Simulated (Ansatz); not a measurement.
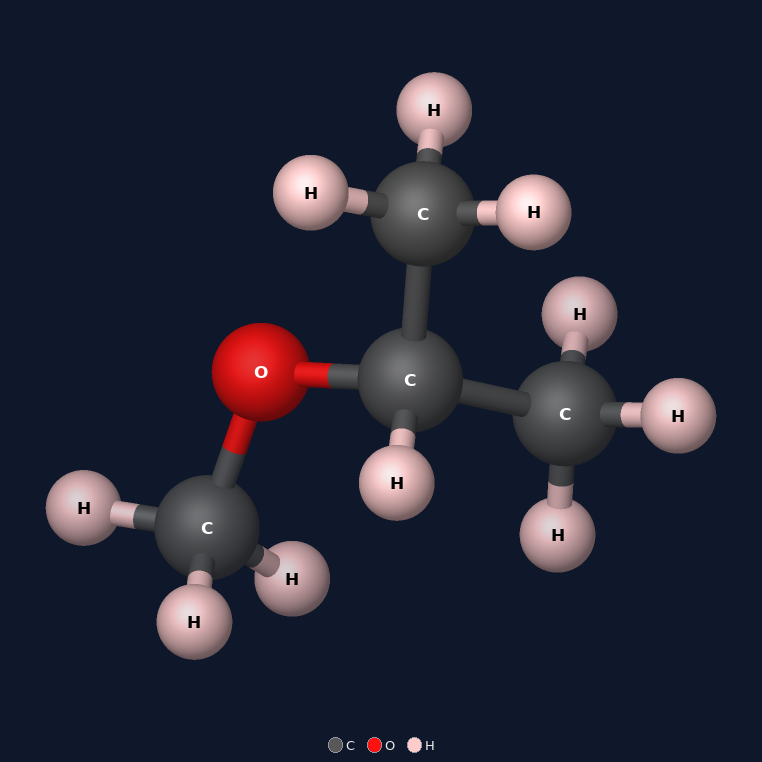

The picture shows a molecular structure as a ball-and-stick model.

Give the formula.

C4H10O, 15 atoms: 4 carbon, 10 hydrogen and 1 oxygen.

Name functional groups in it.

Among them: ether.

Give a SMILES string for it.

COC(C)C

Count the bonded pairs by element.

10 C–H, 2 C–O, 2 C–C.

The parts below concern this one geometry. Atoms keep their numbers from picture to picture. The geometry was computed by an optimisation with PBE0-D4/def2-TZVP.

### Shape

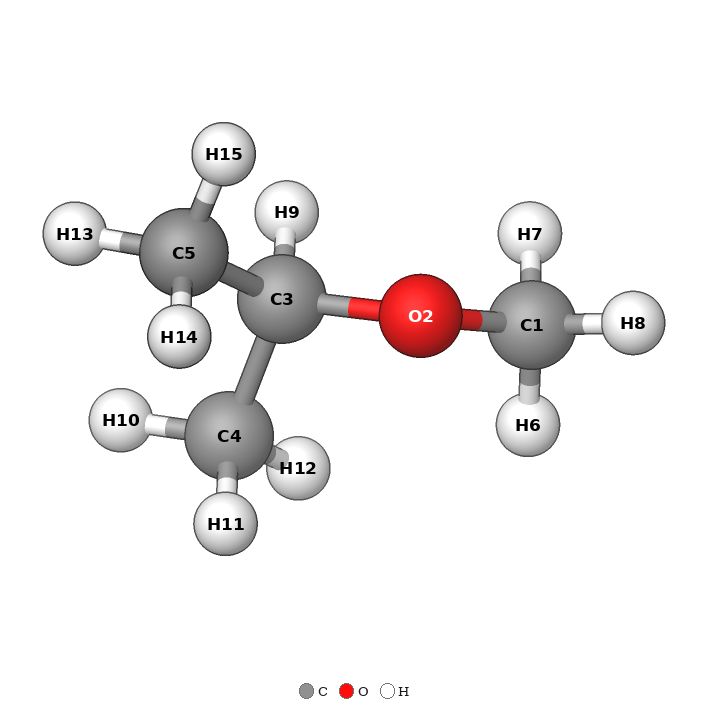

Numbered structure.

What is the geometry at C4?

C4 has 4 neighbours (C3 at 1.52, H10 at 1.09, H11 at 1.09, H12 at 1.09 Å); the arrangement is tetrahedral.

How are the neighbours of atom 1 arranged?

C1 has 4 neighbours (O2 at 1.40, H6 at 1.10, H7 at 1.10, H8 at 1.09 Å); the arrangement is tetrahedral.

What is the geometry at C5?

C5 has 4 neighbours (C3 at 1.51, H13 at 1.09, H14 at 1.09, H15 at 1.09 Å); the arrangement is tetrahedral.

How are the neighbours of atom 2 arranged?

O2 has 2 neighbours (C1 at 1.40, C3 at 1.42 Å); the arrangement is bent.

What is the dihedral angle C1–O2–C3–C5?

166° in size, that is anti.

### Dipole moment

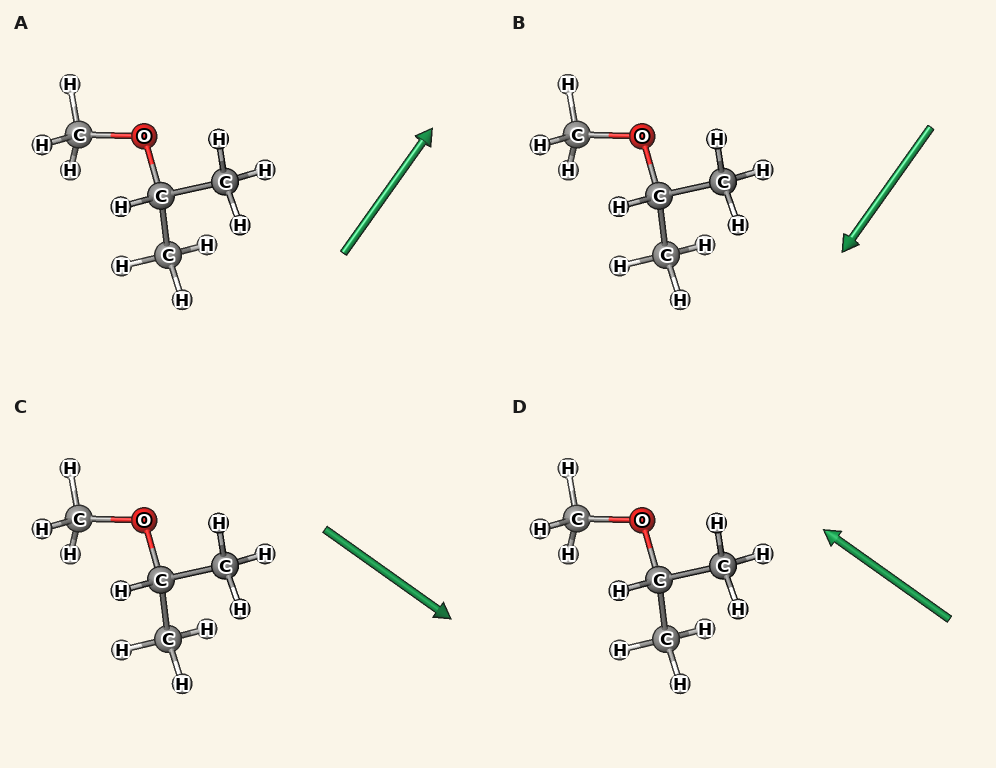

The same molecule four times, each with an arrow. Level of theory: RKS r2SCAN-D4/def2-TZVPP (Ansatz 0.2.0).

Which arrow points along the dipole moment, from the negative to the positive end?

B. The dipole moment is 1.13 D.

### Charges

The questions are on Mulliken charges. Method: RKS PBE-D4/def2-TZVPP (Ansatz 0.2.0).

Which atom carries the highest charge (most positive or least negative)?

C3 (0.16 e).

And the lowest?

O2 (−0.26 e).

List the Mulliken charges.

| atom | value (e) |
| --- | --- |
| C1 | −0.15 |
| O2 | −0.26 |
| C3 | 0.16 |
| C4 | −0.25 |
| C5 | −0.23 |
| H6 | 0.08 |
| H7 | 0.07 |
| H8 | 0.11 |
| H9 | 0.01 |
| H10 | 0.07 |
| H11 | 0.08 |
| H12 | 0.07 |
| H13 | 0.07 |
| H14 | 0.08 |
| H15 | 0.08 |

### Vibrations

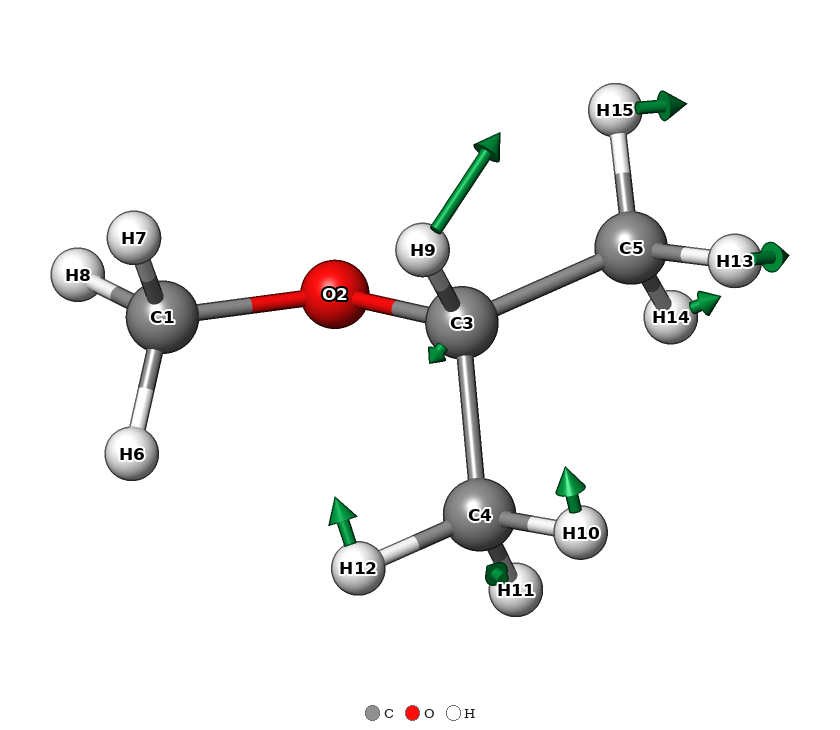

The arrows show one normal mode. Harmonic vibrations computed with RKS PBE0-D4/def2-TZVP (Ansatz 0.2.0) at a stationary point of the same level.

What kind of motion is it?

Mostly C–C–H bending.

At what wavenumber does it lie?

1363 cm⁻¹; it is mode 19 of 39 counted from the lowest.

Mulliken values depend strongly on the basis set and can even reverse the polarity of a bond.
